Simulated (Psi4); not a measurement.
**C2H3BF (SMILES C=[C]BF): UBLYP/def2-SVPD**

Aim: the vertical electron affinity of C2H3BF at UBLYP/def2-SVPD, from 2 runs. Input form: a Python script.

Program for the calculation: Psi4 1.11.

## Step 1: Starting point

C2H3BF has 7 atoms, charge 0, and is taken as a doublet. SMILES: `C=[C]BF`. Geometry: relaxed at GFN2-xTB.

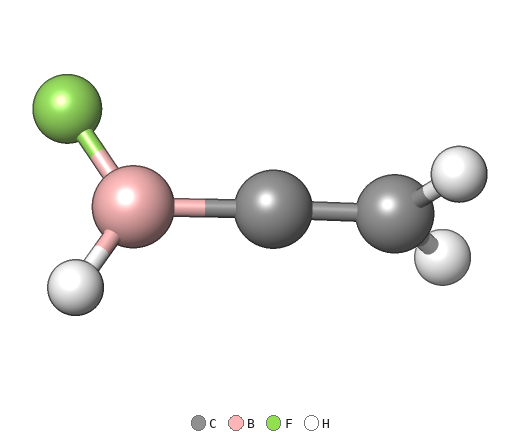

Viewed from a chosen angle; carbon grey, boron pink, fluorine green, hydrogen white.

## Step 2: Energy and forces at UBLYP/def2-SVPD

Input file c2h3bf.xyz:

```xyz
7
C2H3BF
C     -0.739240     1.166810     0.113650
C     -0.055700     0.085330     0.002100
B      0.727900    -1.161970    -0.160850
F      1.279660    -1.738220     0.911270
H     -0.299040     2.156100     0.042360
H     -1.809590     1.177770     0.290350
H      0.896010    -1.685820    -1.198900
```

Input file run.py:

```python
import psi4

psi4.set_memory('1600 MB')
psi4.set_num_threads(1)
psi4.set_output_file('c2h3bf.out', False)

with open('c2h3bf.xyz') as f:
    atoms = ''.join(f.readlines()[2:])
m = psi4.geometry('0 2\n' + atoms + 'symmetry c1\nno_reorient\nno_com')

options = {'basis': 'def2-SVPD', 'reference': 'uks', 'puream': True, 'e_convergence': 1e-09, 'd_convergence': 1e-08, 'scf_type': 'pk', 'dft_radial_points': 99, 'dft_spherical_points': 590, 'maxiter': 200}
psi4.set_options(options)

energy_value, wavefunction = psi4.gradient("blyp", return_wfn=True)
print('gradient / Eh bohr^-1')
print(energy_value.np.round(6))
print(f'energy = {wavefunction.energy():.10f} Eh')
```

Started as:

```
$ python run.py
```

c2h3bf.out:

```text
[...]
  Running in c1 symmetry.
[...]
  Nuclear repulsion =   88.617305522116666
[...]
  Multiplicity = 2
[...]
  Nalpha       = 15
  Nbeta        = 14
[...]
    Number of basis functions: 107
[...]
   @UKS iter   1:  -202.18818430581337   -2.96702e-01   6.62548e-03 DIIS/ADIIS
[...]
   @UKS iter  13:  -202.47637253332306   -8.69704e-12   7.96966e-09 DIIS
[...]
   @S^2 Observed:                7.538843744E-01
[...]
    Orbital Energies [Eh]
    ---------------------
    Alpha Occupied:
       1A    -24.303550     2A     -9.958154     3A     -9.952600
       4A     -6.592939     5A     -1.081986     6A     -0.709768
       7A     -0.547438     8A     -0.474551     9A     -0.428121
      10A     -0.421368    11A     -0.407424    12A     -0.394269
      13A     -0.302099    14A     -0.270163    15A     -0.213355
    Alpha Virtual:
      16A     -0.053194    17A     -0.020582    18A      0.002049
      19A      0.032984    20A      0.069753    21A      0.072032
      22A      0.085340    23A      0.105373    24A      0.124091
      25A      0.126495    26A      0.136050    27A      0.144021
[...]
  @UKS Final Energy:  -202.47637253332306
   => Energetics <=
    Nuclear Repulsion Energy =             88.6173055221166663
    One-Electron Energy =                -451.4088277139765069
    Two-Electron Energy =                 186.6758870225406781
    DFT Exchange-Correlation Energy =     -26.3607373640039100
    Empirical Dispersion Energy =           0.0000000000000000
    VV10 Nonlocal Energy =                  0.0000000000000000
    Total Energy =                       -202.4763725333230582
[...]
 Multipole Moments:
 ------------------------------------------------------------------------------------
     Multipole            Electronic (a.u.)      Nuclear  (a.u.)        Total (a.u.)
 ------------------------------------------------------------------------------------
 L = 1.  Multiply by 2.5417464519 to convert [e a0] to [Debye]
 Dipole X            :        -17.8298769           17.3366876           -0.4931892
 Dipole Y            :         23.9417702          -23.2302899            0.7114804
 Dipole Z            :        -13.8443872           13.6541972           -0.1901899
 Magnitude           :                                                    0.8863477
[...]
  -Total Gradient:
     Atom            X                  Y                   Z
    ------   -----------------  -----------------  -----------------
       1        0.011149653087    -0.017924190634    -0.001547526416
       2       -0.008070620995     0.012816692348     0.001136596834
       3       -0.000985668118     0.002021701650     0.001752322430
       4       -0.007708723414     0.007939303906    -0.015359052329
       5       -0.007650216584    -0.013133315490     0.001213004639
       6        0.015093615923     0.001581632399    -0.002528113743
       7       -0.001842207710     0.006712882182     0.015301613485
[...]
```

The script printed:

```text
gradient / Eh bohr^-1
[[ 0.01115  -0.017924 -0.001548]
 [-0.008071  0.012817  0.001137]
 [-0.000986  0.002022  0.001752]
 [-0.007709  0.007939 -0.015359]
 [-0.00765  -0.013133  0.001213]
 [ 0.015094  0.001582 -0.002528]
 [-0.001842  0.006713  0.015302]]
energy = -202.4763725333 Eh
```

Wall time 26 s (1 thread of AMD EPYC 9R45 (Zen 5), shared host); peak memory 0.62 GiB.

## Step 3: The singlet anion, same level

Input file c2h3bf.py:

```python
import psi4

psi4.set_memory(1600000000)
psi4.set_num_threads(1)
psi4.core.set_output_file('run.log', False)

geom = psi4.geometry("""
-1 1
C     -0.739240     1.166810     0.113650
C     -0.055700     0.085330     0.002100
B      0.727900    -1.161970    -0.160850
F      1.279660    -1.738220     0.911270
H     -0.299040     2.156100     0.042360
H     -1.809590     1.177770     0.290350
H      0.896010    -1.685820    -1.198900
symmetry c1
""")

options = {'basis': 'def2-SVPD', 'puream': True, 'e_convergence': 1e-09, 'd_convergence': 1e-08, 'scf_type': 'pk', 'dft_radial_points': 99, 'dft_spherical_points': 590}
psi4.set_options(options)

e, wfn = psi4.gradient("blyp", molecule=geom, return_wfn=True)
psi4.oeprop(wfn, "MULLIKEN_CHARGES", "WIBERG_LOWDIN_INDICES", "MAYER_INDICES")
print('gradient / Eh bohr^-1')
print(e.np.round(6))
print(f'energy = {wfn.energy():.10f} Eh')
```

Started as:

```
$ python c2h3bf.py
```

run.log, cut to the lines that bear on the results:

```text
[...]
  Running in c1 symmetry.
[...]
  Nuclear repulsion =   88.617305522116666
[...]
  Multiplicity = 1
[...]
  Nalpha       = 15
  Nbeta        = 15
[...]
    Number of basis functions: 107
[...]
   @RKS iter   1:  -201.95025952754787   -5.87767e-02   8.98806e-03 DIIS/ADIIS
[...]
   @RKS iter  13:  -202.52484632602648   -4.51905e-12   3.87422e-09 DIIS
[...]
  @RKS Final Energy:  -202.52484632602648
   => Energetics <=
    Nuclear Repulsion Energy =             88.6173055221166663
    One-Electron Energy =                -458.4381715225711105
    Two-Electron Energy =                 193.9130877991269983
    DFT Exchange-Correlation Energy =     -26.6170681246990490
    Empirical Dispersion Energy =           0.0000000000000000
    VV10 Nonlocal Energy =                  0.0000000000000000
    Total Energy =                       -202.5248463260264771
[...]
 Multipole Moments:
 ------------------------------------------------------------------------------------
     Multipole            Electronic (a.u.)      Nuclear  (a.u.)        Total (a.u.)
 ------------------------------------------------------------------------------------
 L = 1.  Multiply by 2.5417464519 to convert [e a0] to [Debye]
 Dipole X            :          3.5321546           -3.3842497            0.1479049
 Dipole Y            :         -4.8782955            4.7604221           -0.1178734
 Dipole Z            :          2.2060032           -1.7760239            0.4299792
 Magnitude           :                                                    0.4697363
[...]
  -Total Gradient:
     Atom            X                  Y                   Z
    ------   -----------------  -----------------  -----------------
       1        0.019561038153    -0.031462336858    -0.003416634808
       2       -0.044616270424     0.072610185884     0.014592610886
       3        0.041905848675    -0.060190333487     0.016824696281
       4       -0.029095732033     0.032846914458    -0.046970601096
       5       -0.006555636793    -0.022539815407     0.000959274010
       6        0.023033177176    -0.003337518148    -0.003944686168
       7       -0.004246325514     0.012087335258     0.021924764950
[...]
  Mulliken Charges: (a.u.)
   Center  Symbol    Alpha    Beta     Spin     Total
       1     C     2.82974  2.82974  0.00000  0.34053
       2     C     2.70748  2.70748  0.00000  0.58503
[...]
```

The script printed:

```text
gradient / Eh bohr^-1
[[ 0.019561 -0.031462 -0.003417]
 [-0.044616  0.07261   0.014593]
 [ 0.041906 -0.06019   0.016825]
 [-0.029096  0.032847 -0.046971]
 [-0.006556 -0.02254   0.000959]
 [ 0.023033 -0.003338 -0.003945]
 [-0.004246  0.012087  0.021925]]
energy = -202.5248463260 Eh
```

It took 17 s on 1 thread of AMD EPYC 9R45 (Zen 5), shared host; peak memory 0.62 GiB.

## Step 4: Summary of results

At UBLYP/def2-SVPD:

| quantity | value |
| --- | --- |
| doublet C2H3BF: total energy | -202.47637 Eh |
| doublet C2H3BF: dipole moment | 2.25 D |
| doublet C2H3BF: HOMO energy (highest over α and β) | -5.81 eV |
| doublet C2H3BF: LUMO energy (lowest over α and β) | -4.46 eV |
| doublet C2H3BF: ⟨S²⟩ | 0.754 |
| doublet C2H3BF: largest force on an atom | 1.088 eV/Å |
| singlet anion: total energy | -202.52485 Eh |
| singlet anion: HOMO energy | 1.80 eV |
| singlet anion: LUMO energy | 4.17 eV |
| singlet anion: HOMO–LUMO gap (to an unbound level, set by the basis) | 2.37 eV |
| singlet anion: largest force on an atom | 4.446 eV/Å |
| vertical electron affinity (to the singlet anion) | 1.319 eV |

In words: At fixed nuclei the extra electron is bound by 1.32 eV (30 kcal/mol). The largest force (doublet C2H3BF) is 1.09 eV/Å: the shape isn't a stationary point for this species at this level. Mulliken charges (singlet anion) run from -1.25 on B3 to +0.59 on C2; in a basis this large or diffuse they mean little. The HOMO (singlet anion) lies at positive energy, 1.80 eV, as semi-local functionals often give for anions; only total energies tell whether the electron is bound.
